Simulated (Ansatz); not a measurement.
**TaN, pressure series**

Consider TaN in the rock salt structure (space group Fm-3m, No. 225; a = 4.396 Å).

Cell and atoms are relaxed at each pressure.

Calculations: plane-wave PAW DFT at the r2SCAN level (Ansatz, a first-principles code, 500 eV), no SOC.

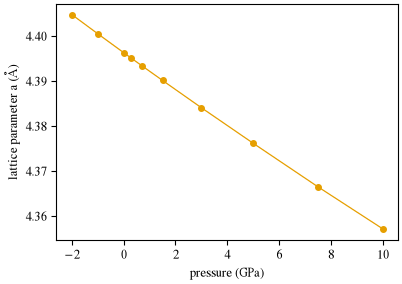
Figure: Lattice parameter a against pressure

```csv
pressure (GPa),lattice parameter a
-2,4.405 Å
-1,4.401 Å
0.3,4.395 Å
0.7,4.393 Å
1.5,4.390 Å
3,4.384 Å
5,4.376 Å
7.5,4.366 Å
10,4.357 Å
```

Load acts through the strain it causes; cell and atoms are relaxed under it. Stability against distortions was not tested. No other phases were tried under pressure. All final runs are without spin polarisation. This is not the structure that TaN has at room temperature and ambient pressure.
